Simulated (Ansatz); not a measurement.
# AlCF (triplet): trial inputs and their diagnosis at a displaced geometry (v2)

3 inputs are run for AlCF (triplet) as typed; the log has to tell whether the result can be used and what must change.

Method: the settings change from run to run; program: Ansatz 0.2.0, Gaussian basis.

37 further runs of the same task are left out: 10 for a known fault of the program, 9 that didn't finish, 18 set aside as unsound or not needed.

## (1) The geometry

The geometry is a PBE0/def2-TZVP stationary point (not a proven minimum) with its atoms shifted at random (size 0.100 Å).

3 atoms, charge 0, spin multiplicity 3.

Atoms are counted from 1 here; the program's logs count them from 0.

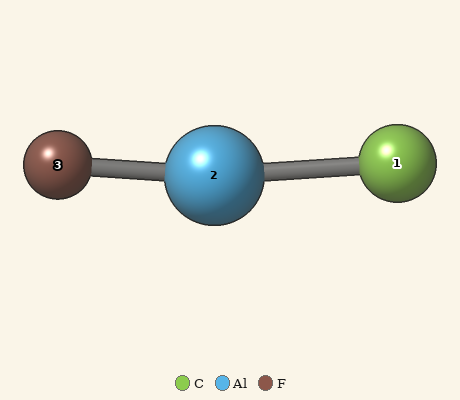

The structure; carbon green, aluminium blue, fluorine brown; atoms are numbered from 1 in the order of the file.

As a file:

```xyz
3
charge 0, multiplicity 3
C     0.08438    0.00522    1.83676
Al   -0.08050    0.01360   -0.09184
F    -0.00388   -0.01883   -1.74492
```

## (2) Attempt 1

Input file in.yaml:

```yaml
crystal:
  periodic: [false, false, false]
  atoms:
    - {symbol: C, position_ang: [0.084376, 0.005225, 1.836764]}
    - {symbol: Al, position_ang: [-0.080498, 0.013599, -0.091842]}
    - {symbol: F, position_ang: [-0.003878, -0.018825, -1.744922]}
basis:
  gaussian: {orbitals: def2-SVP}
magnetization: {spin_polarized: false, initial_magnetization: 2}
hamiltonian: {xc: pbe}
correlation: {active_space: {window: {electrons: 4, orbitals: 4}}}
```

Launch:

```sh
$ ansatz run in.yaml --threads 1 --pin off --events-out ev --progress --plain --max-ram 2393MiB
```

Log:

```text
Error: invalid value for `correlation.active_space`: it starts from restricted Hartree–Fock orbitals; set hamiltonian.xc: hf without magnetization.spin_polarized
```

It took 0.03 s on 1 thread of Arm Neoverse V2, shared host.

**Diagnosis.** The run was refused. An active space is asked on a functional's orbitals. Cure: start from Hartree-Fock.

## (3) Attempt 2

Input file in.yaml:

```yaml
crystal:
  periodic: [false, false, false]
  atoms:
    - {symbol: C, position_ang: [0.084376, 0.005225, 1.836764]}
    - {symbol: Al, position_ang: [-0.080498, 0.013599, -0.091842]}
    - {symbol: F, position_ang: [-0.003878, -0.018825, -1.744922]}
basis:
  gaussian: {orbitals: cc-pVDZ}
magnetization: {spin_polarized: true, initial_magnetization: 8}
correlation: {method: ccsd_t, electrons: outside_noble_gas, diis_vectors: 12}
scf: {lower_state_search: off}
output: {forces: true}
```

The command is unchanged.

Log, shortened:

```text
Functional definition: HF
  name "HF"
  cite "Fock, Z. Phys. 61, 126 (1930) doi:10.1007/BF01340294"
  parent pbe
[...]
444 factors; integrals over basis functions are off by at most 6.7e-4 eV
[...]
mean field -10301.40179929 eV, -378.5695335832 hartree, gradient 2.5e-6 eV, S^2 20.003037; 0 other end points of the search recorded, 0 dependent functions left out
7 core orbitals not correlated: weight in the atoms' cores, before any rotation towards them, 1.000 or more for the frozen orbitals, at most 0.000 for the correlated occupied ones
reference -10301.40179929 eV, -378.5695335832 hartree; 11, 3 occupied and 28, 36 virtual orbitals, 444 factors
second order -4.79353902 eV of doubles, -0.00000000 eV of singles
cycle   1  -5.21767145 eV  change   -4.2e-1 eV  update   4.4e-2
[...]
cycle   4  -5.36827058 eV  change  -4.9e-10 eV  update   1.6e-9
perturbative correction -0.05085594 eV, -0.0018689212 hartree
[...]
Total energy: -10306.82092581 eV, -378.7686828095 hartree
Atom 0 at     0.084376     0.005225     1.836764 Å, force     0.448866     0.000698     7.349941 eV/Å
Atom 1 at    -0.080498     0.013599    -0.091842 Å, force    -0.684463     0.149562     2.250553 eV/Å
Atom 2 at    -0.003878    -0.018825    -1.744922 Å, force     0.235597    -0.150260    -9.600494 eV/Å
Dipole moment:     0.027293    -0.003179     0.159060 e Å
Checks for a lower state left out: starts, cluster_reference, orbital_swaps, neighbouring_geometries, increment
```

It took 7 s on 1 thread of Arm Neoverse V2, shared host.

Diagnosis: The run converged, which proves nothing about the input. Far too many unpaired electrons are asked for. Its energy belongs to the state of multiplicity 9, not to the triplet that was meant. Fix: set initial_magnetization to that of the wanted state.

## (4) Attempt 3

Input file in.yaml:

```yaml
crystal:
  periodic: [false, false, false]
  atoms:
    - {symbol: C, position_ang: [-0.080498, 0.063599, -0.091842]}
    - {symbol: Al, position_ang: [-0.080498, 0.013599, -0.091842]}
    - {symbol: F, position_ang: [-0.003878, -0.018825, -1.744922]}
basis:
  gaussian: {orbitals: cc-pVDZ}
magnetization: {spin_polarized: false, initial_magnetization: 2}
correlation: {active_space: {window: {electrons: 8, orbitals: 7}}}
```

The command is unchanged.

Log, shortened:

```text
Functional definition: HF
  name "HF"
  cite "Fock, Z. Phys. 61, 126 (1930) doi:10.1007/BF01340294"
  parent pbe
[...]
446 factors; integrals over basis functions are off by at most 8.1e-4 eV
[...]
a density is far from that of the atoms, so the factors are made again for it
510 factors; integrals over basis functions are off by at most 4.7e-4 eV
[...]
mean field 6275.62170070 eV, 230.6248437317 hartree, gradient 9.4e-6 eV, S^2 2.000000; 8 other end points of the search recorded, 0 dependent functions left out
reference 6275.62170070 eV, 230.6248437317 hartree; 15, 13 occupied and 31, 33 virtual orbitals, 510 factors
state 6274.39925210 eV, 230.5799195740 hartree
Total energy: 6274.39925210 eV, 230.5799195740 hartree
```

It took 7.5 s on 1 thread of Arm Neoverse V2, shared host.

What is wrong: The run converged, which proves nothing about the input. One atom lies on top of another. The shortest distance is 0.05 Å, against 1.66 Å in the geometry of step 1. Its energy belongs to another geometry. To mend it, restore its position.

## (5) Summary

| attempt | level | ended | cause | time |
| --- | --- | --- | --- | --- |
| 1 | CASSCF(4,4)/def2-SVP | refused | an active space is asked on a functional's orbitals | 0.03 s |
| 2 | CCSD(T) on UHF/cc-pVDZ | converged | far too many unpaired electrons are asked for | 7 s |
| 3 | CASSCF(8,7)/cc-pVDZ | converged | one atom lies on top of another | 7.5 s |

1 refused, 2 converged. The input that converges on a wrong geometry or spin is the dangerous one: no error points at it, so geometry and ⟨S²⟩ have to be checked.
